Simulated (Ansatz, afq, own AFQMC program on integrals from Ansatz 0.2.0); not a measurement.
**SiH₃+ (triplet): AFQMC on the coupled-cluster ladder at scale of all distances = 0.875, cc-pVDZ**

How near does AFQMC come to the top of the ladder for SiH₃+ (triplet)?

Method: cc-pVDZ, frozen cores; program: Ansatz 0.2.0, Gaussian basis, and an in-house AFQMC program (afq) on its integrals; all values are calculated.

Plan: Full CI; PBE (unrestricted); r2SCAN (unrestricted); PBE0 (unrestricted); B3LYP (unrestricted); CCSD(T) on UHF; wB97M-V (unrestricted); B2PLYP (unrestricted); Full CI; Full CI (quintet); CCSDT(Q) on UHF; CCSDTQ on UHF; Phaseless AFQMC, CISD trial on UHF; Phaseless AFQMC, CISD trial on UHF.

4 further runs of the same task are left out: 4 that didn't finish.

## 1. What is computed

The geometry derives from a PBE0/def2-TZVP stationary point (not a proven minimum). All distances are scaled together.

4 atoms, charge 1, spin multiplicity 3.

Atoms are counted from 1 here; the program's logs count them from 0.

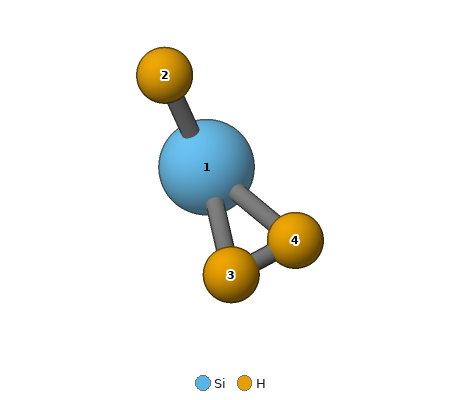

The structure; silicon blue, hydrogen amber; atoms are numbered from 1 in the order of the file.

## 2. Full CI

in.yaml

```yaml
crystal:
  periodic: [false, false, false]
  atoms:
    - {symbol: Si, position_ang: [0.000000, 0.059194, -0.068873]}
    - {symbol: H, position_ang: [0.000000, -1.072310, -0.720513]}
    - {symbol: H, position_ang: [0.384406, -0.288542, 1.319800]}
    - {symbol: H, position_ang: [-0.384406, -0.288542, 1.319800]}
basis:
  gaussian: {orbitals: cc-pVDZ}
total_charge: 1
magnetization: {spin_polarized: false, initial_magnetization: 2}
correlation: {method: fci, electrons: outside_noble_gas}
```

Started as:

```console
$ ansatz run in.yaml --threads 1 --pin off --events-out ev --progress --plain --max-ram 15360MiB --backend cuda --devices 0, --max-vram 18GiB
```

Standard output:

```text
Functional definition: HF
  name "HF"
  cite "Fock, Z. Phys. 61, 126 (1930) doi:10.1007/BF01340294"
  parent pbe
  exchange = exact_x
  correlation = 0
619 factors; integrals over basis functions are off by at most 2.0e-7 eV
mean field evaluation 1: about -7896.2348 eV, gradient 9.6e0 eV
mean field evaluation 2: about -7896.2384 eV, gradient 9.6e0 eV
mean field evaluation 4: about -7897.0533 eV, gradient 5.1e-1 eV
mean field evaluation 8: about -7897.0580 eV, gradient 6.7e-4 eV
mean field -7897.05795910 eV, -290.2115271787 hartree, gradient 1.1e-6 eV, S^2 2.000000; 0 other end points of the search recorded, 0 dependent functions left out
mean field evaluation 16: about -7897.0982 eV, gradient 2.8e-1 eV
5 core orbitals not correlated: weight in the atoms' cores, before any rotation towards them, 1.000 or more for the frozen orbitals, at most 0.000 for the correlated occupied ones
reference -7897.05795910 eV, -290.2115271787 hartree; 4, 2 occupied and 24, 26 virtual orbitals, 619 factors
state -7899.77935879 eV, -290.3115367728 hartree
Total energy: -7899.77935879 eV, -290.3115367728 hartree
```

It took 12 s on 1 × NVIDIA H100 80GB HBM3 with 1 thread of AMD EPYC 7R13 (Zen 3), shared host; peak host memory 1.6 GiB.

From the report: 5,365,800 determinants, symmetry A''.

## 3. PBE (unrestricted)

Edit in.yaml of step 2 so:

```diff
@@ -10,3 +10,4 @@
 total_charge: 1
-magnetization: {spin_polarized: false, initial_magnetization: 2}
-correlation: {method: fci, electrons: outside_noble_gas}
+magnetization: {spin_polarized: true, initial_magnetization: 2}
+hamiltonian: {xc: {name: PBE}}
+output: {orbitals: {seedname: orbitals}}
```

Started as:

```console
$ ansatz run in.yaml --threads 1 --pin off --events-out ev --progress --plain --max-ram 5120MiB --backend cpu
```

Standard output:

```text
Functional definition: PBE
  name "PBE"
  cite "Perdew, Burke & Ernzerhof, Phys. Rev. Lett. 77, 3865 (1996) doi:10.1103/PhysRevLett.77.3865"
  parent pbe
  parameter kappa = 0.804
  parameter beta = 0.06672455060314922
  exchange = pbe_x(kappa = kappa, mu = beta*pi^2/3)
  correlation = pbe_c(beta = beta)
412 factors; their error is unknown
mean field evaluation 1: about -7906.8901 eV, gradient 1.2e1 eV
mean field evaluation 2: about -7907.5974 eV, gradient 8.1e0 eV
mean field evaluation 4: about -7908.2333 eV, gradient 2.0e-1 eV
mean field evaluation 8: about -7908.2249 eV, gradient 4.3e-2 eV
mean field -7908.22486892 eV, -290.6219035456 hartree, gradient 9.0e-5 eV, S^2 2.001707; 0 other end points of the search recorded, 0 dependent functions left out
reference -7908.22489758 eV, -290.6219045987 hartree; 9, 7 occupied and 24, 26 virtual orbitals, 412 factors
Total energy: -7908.22489758 eV, -290.6219045987 hartree
```

Run time: 0.39 s. Hardware: 1 thread of AMD EPYC 7R13 (Zen 3), shared host; peak memory 1.6 GiB.

From the report: ⟨S²⟩ of the determinant 2.002 (pure triplet: 2.00).

## 4. r2SCAN (unrestricted)

Edit in.yaml of step 3 so:

```diff
@@ -11,3 +11,2 @@
 magnetization: {spin_polarized: true, initial_magnetization: 2}
-hamiltonian: {xc: {name: PBE}}
-output: {orbitals: {seedname: orbitals}}
+hamiltonian: {xc: {name: r2SCAN}}
```

Same command.

Standard output:

```text
Functional definition: r2SCAN
  name "r2SCAN"
  cite "Furness, Kaplan, Ning, Perdew & Sun, J. Phys. Chem. Lett. 11, 8208 (2020) doi:10.1021/acs.jpclett.0c02405"
  cite "Furness, Kaplan, Ning, Perdew & Sun, J. Phys. Chem. Lett. 11, 9248 (2020) doi:10.1021/acs.jpclett.0c03077"
  parent r2scan
  parameter k0 = 0.174
  parameter k1 = 0.065
  parameter a1 = 4.9479
  exchange = r2scan_x(k0 = k0, k1 = k1, a1 = a1)
  correlation = r2scan_c
412 factors; their error is unknown
mean field evaluation 1: about -7910.8599 eV, gradient 1.1e1 eV
mean field evaluation 2: about -7911.5703 eV, gradient 5.7e0 eV
mean field evaluation 4: about -7911.8755 eV, gradient 1.6e-1 eV
mean field evaluation 8: about -7911.8676 eV, gradient 1.1e-2 eV
mean field -7911.86758203 eV, -290.7557707832 hartree, gradient 1.9e-5 eV, S^2 2.003265; 0 other end points of the search recorded, 0 dependent functions left out
reference -7911.86759161 eV, -290.7557711352 hartree; 9, 7 occupied and 24, 26 virtual orbitals, 412 factors
Total energy: -7911.86759161 eV, -290.7557711352 hartree
```

Run time: 0.84 s. Hardware: 1 thread of AMD EPYC 7R13 (Zen 3), shared host; peak memory 1.6 GiB.

From the report: ⟨S²⟩ of the determinant 2.003 (pure triplet: 2.00).

## 5. PBE0 (unrestricted)

Edit in.yaml of step 4 so:

```diff
@@ -11,2 +11,3 @@
 magnetization: {spin_polarized: true, initial_magnetization: 2}
-hamiltonian: {xc: {name: r2SCAN}}
+hamiltonian: {xc: {name: PBE0}}
+output: {orbitals: {seedname: orbitals}}
```

The command is unchanged.

Standard output:

```text
Functional definition: PBE0
  name "PBE0"
  cite "Adamo & Barone, J. Chem. Phys. 110, 6158 (1999) doi:10.1063/1.478522"
  cite "Perdew, Burke & Ernzerhof, Phys. Rev. Lett. 77, 3865 (1996) doi:10.1103/PhysRevLett.77.3865"
  parent pbe
  parameter a = 0.25
  parameter kappa = 0.804
  parameter beta = 0.06672455060314922
  exchange = (1 - a)*pbe_x(kappa = kappa, mu = beta*pi^2/3) + a*exact_x
  correlation = pbe_c(beta = beta)
311 factors; integrals over basis functions are off by at most 1.4e-3 eV
mean field evaluation 1: about -7908.4296 eV, gradient 9.0e0 eV
mean field evaluation 2: about -7909.0422 eV, gradient 3.4e0 eV
mean field evaluation 4: about -7909.1497 eV, gradient 1.3e-1 eV
mean field evaluation 8: about -7909.1485 eV, gradient 2.3e-3 eV
mean field -7909.14846362 eV, -290.6558450247 hartree, gradient 7.8e-5 eV, S^2 2.002017; 0 other end points of the search recorded, 0 dependent functions left out
reference -7909.14848512 eV, -290.6558458147 hartree; 9, 7 occupied and 24, 26 virtual orbitals, 311 factors
Total energy: -7909.14848512 eV, -290.6558458147 hartree
```

It took 0.39 s on 1 thread of AMD EPYC 7R13 (Zen 3), shared host; peak memory 1.6 GiB.

From the report: ⟨S²⟩ of the determinant 2.002 (pure triplet: 2.00).

## 6. B3LYP (unrestricted)

Edit in.yaml of step 5 so:

```diff
@@ -11,3 +11,2 @@
 magnetization: {spin_polarized: true, initial_magnetization: 2}
-hamiltonian: {xc: {name: PBE0}}
-output: {orbitals: {seedname: orbitals}}
+hamiltonian: {xc: {name: B3LYP}}
```

Launched as before.

Standard output (excerpt; [...] marks lines left out):

```text
Functional definition: B3LYP
  name "B3LYP"
  cite "Stephens, Devlin, Chabalowski & Frisch, J. Phys. Chem. 98, 11623 (1994) doi:10.1021/j100096a001"
  cite "Becke, Phys. Rev. A 38, 3098 (1988) doi:10.1103/PhysRevA.38.3098"
  cite "Lee, Yang & Parr, Phys. Rev. B 37, 785 (1988) doi:10.1103/PhysRevB.37.785"
  cite "Vosko, Wilk & Nusair, Can. J. Phys. 58, 1200 (1980) doi:10.1139/p80-159"
[...]
311 factors; integrals over basis functions are off by at most 1.4e-3 eV
[...]
mean field -7913.08695364 eV, -290.8005818633 hartree, gradient 6.2e-5 eV, S^2 2.001447; 0 other end points of the search recorded, 0 dependent functions left out
reference -7913.08712508 eV, -290.8005881637 hartree; 9, 7 occupied and 24, 26 virtual orbitals, 311 factors
Total energy: -7913.08712508 eV, -290.8005881637 hartree
```

Run time: 0.42 s. Hardware: 1 thread of AMD EPYC 7R13 (Zen 3), shared host; peak memory 1.6 GiB.

From the report: ⟨S²⟩ of the determinant 2.001 (pure triplet: 2.00).

## 7. CCSD(T) on UHF

Edit in.yaml of step 6 so:

```diff
@@ -11,2 +11,2 @@
 magnetization: {spin_polarized: true, initial_magnetization: 2}
-hamiltonian: {xc: {name: B3LYP}}
+correlation: {method: ccsd_t, electrons: outside_noble_gas, hamiltonian_folder: ham}
```

Started as:

```console
$ ansatz run in.yaml --threads 1 --pin off --events-out ev --progress --plain --max-ram 15360MiB --backend cuda --devices 0, --max-vram 18GiB
```

Standard output (excerpt; [...] marks lines left out):

```text
Functional definition: HF
  name "HF"
  cite "Fock, Z. Phys. 61, 126 (1930) doi:10.1007/BF01340294"
  parent pbe
[...]
311 factors; integrals over basis functions are off by at most 1.4e-3 eV
[...]
mean field -7897.10057473 eV, -290.2130932743 hartree, gradient 2.6e-6 eV, S^2 2.004181; 0 other end points of the search recorded, 0 dependent functions left out
5 core orbitals not correlated: weight in the atoms' cores, before any rotation towards them, 1.000 or more for the frozen orbitals, at most 0.000 for the correlated occupied ones
reference -7897.10057473 eV, -290.2130932743 hartree; 4, 2 occupied and 24, 26 virtual orbitals, 311 factors
second order -2.03362676 eV of doubles, -0.00000000 eV of singles
cycle   1  -2.45747294 eV  change   -4.2e-1 eV  update   4.6e-2
[...]
cycle   9  -2.61953056 eV  change    1.1e-6 eV  update   6.2e-6
perturbative correction -0.04530129 eV, -0.0016647917 hartree
Total energy: -7899.76540658 eV, -290.3110240384 hartree
```

It took 3 s on 1 × NVIDIA H100 80GB HBM3 with 1 thread of AMD EPYC 7R13 (Zen 3), shared host; peak host memory 1.6 GiB.

From the report: ⟨S²⟩ of the determinant 2.004 (pure triplet: 2.00); correlation -2.6648 eV; T1 0.013; largest double amplitude 0.03.

This run also writes the integrals to the folder ham.

## 8. wB97M-V (unrestricted)

Edit in.yaml of step 7 so:

```diff
@@ -11,2 +11,3 @@
 magnetization: {spin_polarized: true, initial_magnetization: 2}
-correlation: {method: ccsd_t, electrons: outside_noble_gas, hamiltonian_folder: ham}
+hamiltonian: {xc: {name: wB97M-V}}
+output: {orbitals: {seedname: orbitals}}
```

Started as:

```console
$ ansatz run in.yaml --threads 1 --pin off --events-out ev --progress --plain --max-ram 5120MiB --backend cpu
```

Standard output (excerpt; [...] marks lines left out):

```text
Functional definition: wB97M-V
  name "wB97M-V"
  cite "Mardirossian & Head-Gordon, J. Chem. Phys. 144, 214110 (2016) doi:10.1063/1.4952647"
  cite "Becke, J. Chem. Phys. 107, 8554 (1997) doi:10.1063/1.475007"
  cite "Vydrov & Van Voorhis, J. Chem. Phys. 133, 244103 (2010) doi:10.1063/1.3521275"
  # Of w^i u^j: cxij and so on, Table III.
[...]
  gx(w, u) = 1 - cx + cx01*u + cx10*w
  gss(w, u) = css00 + css04*u^4 + css10*w + css20*w^2 + css43*w^4*u^3
  gos(w, u) = cos00 + cos10*w + (cos20 + cos21*u)*w^2 + (cos60 + cos61*u)*w^6
[...]
      + integral(e_c_pw_mod_opposite_spin*gos(b97_w_opposite, b97_u_opposite)) + vv10(b, c)
311 factors; integrals over basis functions are off by at most 1.4e-3 eV
123 factors; integrals over basis functions are off by at most 3.8e-6 eV
[...]
mean field -7911.47204427 eV, -290.7412350385 hartree, gradient 2.5e-5 eV, S^2 2.000798; 0 other end points of the search recorded, 0 dependent functions left out
reference -7911.47207375 eV, -290.7412361221 hartree; 9, 7 occupied and 24, 26 virtual orbitals, 311 factors
Total energy: -7911.47207375 eV, -290.7412361221 hartree
```

It took 1.4 s on 1 thread of AMD EPYC 7R13 (Zen 3), shared host; peak memory 1.6 GiB.

From the report: ⟨S²⟩ of the determinant 2.001 (pure triplet: 2.00).

## 9. B2PLYP (unrestricted)

Edit in.yaml of step 8 so:

```diff
@@ -11,3 +11,3 @@
 magnetization: {spin_polarized: true, initial_magnetization: 2}
-hamiltonian: {xc: {name: wB97M-V}}
-output: {orbitals: {seedname: orbitals}}
+hamiltonian: {xc: {name: B2PLYP}}
+correlation: {electrons: outside_noble_gas}
```

Launched as before.

Standard output (excerpt; [...] marks lines left out):

```text
Functional definition: B2PLYP
  name "B2PLYP"
  cite "Grimme, J. Chem. Phys. 124, 034108 (2006) doi:10.1063/1.2148954"
  cite "Becke, Phys. Rev. A 38, 3098 (1988) doi:10.1103/PhysRevA.38.3098"
  cite "Lee, Yang & Parr, Phys. Rev. B 37, 785 (1988) doi:10.1103/PhysRevB.37.785"
[...]
311 factors; integrals over basis functions are off by at most 1.4e-3 eV
[...]
mean field -7908.26171261 eV, -290.6232575261 hartree, gradient 1.1e-6 eV, S^2 2.002332; 0 other end points of the search recorded, 0 dependent functions left out
5 core orbitals not correlated: weight in the atoms' cores, before any rotation towards them, 1.000 or more for the frozen orbitals, at most 0.000 for the correlated occupied ones
reference -7908.26182181 eV, -290.6232615392 hartree; 4, 2 occupied and 24, 26 virtual orbitals, 311 factors
second order -2.53735033 eV of doubles, -0.00000000 eV of singles
Total energy: -7908.94690640 eV, -290.6484379334 hartree
```

Run time: 0.48 s. Hardware: 1 thread of AMD EPYC 7R13 (Zen 3), shared host; peak memory 1.6 GiB.

From the report: ⟨S²⟩ of the determinant 2.002 (pure triplet: 2.00).

## 10. Full CI

in.yaml

```yaml
hamiltonian:
  integrals:
    folder: ../ham
correlation: {method: fci}
```

Started as:

```console
$ ansatz run in.yaml --threads 1 --pin off --events-out ev --progress --plain --max-ram 15360MiB --backend cuda --devices 0, --max-vram 18GiB
```

Standard output:

```text
Functional definition: HF
  name "HF"
  cite "Fock, Z. Phys. 61, 126 (1930) doi:10.1007/BF01340294"
  parent pbe
  exchange = exact_x
  correlation = 0
reference -7897.10057473 eV, -290.2130932743 hartree; 4, 2 occupied and 24, 26 virtual orbitals, 311 factors
state -7899.77980376 eV, -290.3115531250 hartree
Total energy: -7899.77980376 eV, -290.3115531250 hartree
```

Run time: 7 s. Hardware: 1 × NVIDIA H100 80GB HBM3 with 1 thread of AMD EPYC 7R13 (Zen 3), shared host; peak host memory 1.6 GiB.

From the report: 3,871,260 determinants.

## 11. Full CI (quintet)

in.yaml

```yaml
crystal:
  periodic: [false, false, false]
  atoms:
    - {symbol: Si, position_ang: [0.000000, 0.059194, -0.068873]}
    - {symbol: H, position_ang: [0.000000, -1.072310, -0.720513]}
    - {symbol: H, position_ang: [0.384406, -0.288542, 1.319800]}
    - {symbol: H, position_ang: [-0.384406, -0.288542, 1.319800]}
basis:
  gaussian: {orbitals: cc-pVDZ}
total_charge: 1
magnetization: {spin_polarized: false, initial_magnetization: 4}
correlation: {method: fci, electrons: outside_noble_gas}
```

Same command.

Standard output:

```text
Functional definition: HF
  name "HF"
  cite "Fock, Z. Phys. 61, 126 (1930) doi:10.1007/BF01340294"
  parent pbe
  exchange = exact_x
  correlation = 0
621 factors; integrals over basis functions are off by at most 1.6e-7 eV
mean field evaluation 1: about -7885.5975 eV, gradient 1.0e1 eV
mean field evaluation 2: about -7885.6024 eV, gradient 1.0e1 eV
mean field evaluation 4: about -7887.1711 eV, gradient 1.9e0 eV
mean field evaluation 8: about -7887.2372 eV, gradient 1.8e-2 eV
mean field evaluation 16: about -7887.2307 eV, gradient 3.7e-1 eV
mean field -7887.23716014 eV, -289.8506194737 hartree, gradient 1.4e-6 eV, S^2 6.000000; 2 other end points of the search recorded, 0 dependent functions left out
mean field evaluation 32: about -7886.5437 eV, gradient 3.9e0 eV
5 core orbitals not correlated: weight in the atoms' cores, before any rotation towards them, 1.000 or more for the frozen orbitals, at most 0.000 for the correlated occupied ones
reference -7887.23716014 eV, -289.8506194737 hartree; 5, 1 occupied and 23, 27 virtual orbitals, 621 factors
state -7889.29476739 eV, -289.9262351454 hartree
Total energy: -7889.29476739 eV, -289.9262351454 hartree
```

It took 11 s on 1 × NVIDIA H100 80GB HBM3 with 1 thread of AMD EPYC 7R13 (Zen 3), shared host; peak host memory 1.6 GiB.

From the report: 1,376,496 determinants, symmetry A''.

## 12. CCSDT(Q) on UHF

Edit in.yaml of step 11 so:

```diff
@@ -10,3 +10,3 @@
 total_charge: 1
-magnetization: {spin_polarized: false, initial_magnetization: 4}
-correlation: {method: fci, electrons: outside_noble_gas}
+magnetization: {spin_polarized: true, initial_magnetization: 2}
+correlation: {method: ccsdt_q, electrons: outside_noble_gas}
```

Launched as before.

Standard output:

```text
Functional definition: HF
  name "HF"
  cite "Fock, Z. Phys. 61, 126 (1930) doi:10.1007/BF01340294"
  parent pbe
  exchange = exact_x
  correlation = 0
619 factors; integrals over basis functions are off by at most 2.0e-7 eV
mean field evaluation 1: about -7896.2635 eV, gradient 8.1e0 eV
mean field evaluation 2: about -7896.2674 eV, gradient 8.1e0 eV
mean field evaluation 4: about -7897.0869 eV, gradient 7.1e-1 eV
mean field evaluation 8: about -7897.1006 eV, gradient 2.5e-3 eV
mean field evaluation 16: about -7897.1006 eV, gradient 2.6e-6 eV
mean field -7897.10062275 eV, -290.2130950390 hartree, gradient 2.6e-6 eV, S^2 2.004181; 0 other end points of the search recorded, 0 dependent functions left out
5 core orbitals not correlated: weight in the atoms' cores, before any rotation towards them, 1.000 or more for the frozen orbitals, at most 0.000 for the correlated occupied ones
reference -7897.10062275 eV, -290.2130950390 hartree; 4, 2 occupied and 24, 26 virtual orbitals, 619 factors
second order -2.03363209 eV of doubles, -0.00000000 eV of singles
cycle   1  -2.45745511 eV  change   -4.2e-1 eV  update   4.9e-2
cycle   2  -2.66412574 eV  change   -2.1e-1 eV  update   2.1e-2
cycle   3  -2.67641591 eV  change   -1.2e-2 eV  update   6.9e-3
cycle   4  -2.67907991 eV  change   -2.7e-3 eV  update   2.9e-3
cycle   5  -2.67796496 eV  change    1.1e-3 eV  update   1.2e-3
cycle   6  -2.67816968 eV  change   -2.0e-4 eV  update   3.6e-4
cycle   7  -2.67841336 eV  change   -2.4e-4 eV  update   1.3e-4
cycle   8  -2.67838183 eV  change    3.2e-5 eV  update   5.3e-5
cycle   9  -2.67835373 eV  change    2.8e-5 eV  update   1.8e-5
cycle  10  -2.67836231 eV  change   -8.6e-6 eV  update   5.4e-6
cycle  11  -2.67836351 eV  change   -1.2e-6 eV  update   1.9e-6
cycle  12  -2.67836329 eV  change    2.1e-7 eV  update   7.4e-7
cycle  13  -2.67836264 eV  change    6.6e-7 eV  update   2.6e-7
perturbative correction -0.00074209 eV, -0.0000272715 hartree
Total energy: -7899.77972748 eV, -290.3115503219 hartree
```

Wall time 3.6 s (1 × NVIDIA H100 80GB HBM3 with 1 thread of AMD EPYC 7R13 (Zen 3), shared host); peak host memory 1.6 GiB.

From the report: ⟨S²⟩ of the determinant 2.004 (pure triplet: 2.00); correlation -2.6791 eV; T1 0.014; largest double amplitude 0.03.

## 13. CCSDTQ on UHF

Edit in.yaml of step 12 so:

```diff
@@ -11,2 +11,2 @@
 magnetization: {spin_polarized: true, initial_magnetization: 2}
-correlation: {method: ccsdt_q, electrons: outside_noble_gas}
+correlation: {method: ccsdtq, electrons: outside_noble_gas}
```

The command is unchanged.

Standard output (excerpt; [...] marks lines left out):

```text
Functional definition: HF
  name "HF"
  cite "Fock, Z. Phys. 61, 126 (1930) doi:10.1007/BF01340294"
  parent pbe
[...]
619 factors; integrals over basis functions are off by at most 2.0e-7 eV
[...]
mean field -7897.10062275 eV, -290.2130950390 hartree, gradient 2.6e-6 eV, S^2 2.004181; 0 other end points of the search recorded, 0 dependent functions left out
5 core orbitals not correlated: weight in the atoms' cores, before any rotation towards them, 1.000 or more for the frozen orbitals, at most 0.000 for the correlated occupied ones
reference -7897.10062275 eV, -290.2130950390 hartree; 4, 2 occupied and 24, 26 virtual orbitals, 619 factors
second order -2.03363209 eV of doubles, -0.00000000 eV of singles
cycle   1  -2.45745511 eV  change   -4.2e-1 eV  update   4.9e-2
[...]
cycle  13  -2.67920861 eV  change    4.1e-7 eV  update   3.7e-7
Total energy: -7899.77983136 eV, -290.3115541394 hartree
```

It took 7.5 s on 1 × NVIDIA H100 80GB HBM3 with 1 thread of AMD EPYC 7R13 (Zen 3), shared host; peak host memory 1.6 GiB.

From the report: ⟨S²⟩ of the determinant 2.004 (pure triplet: 2.00); correlation -2.6792 eV; T1 0.014; largest double amplitude 0.03.

(Part 1 of 2 ends here.)
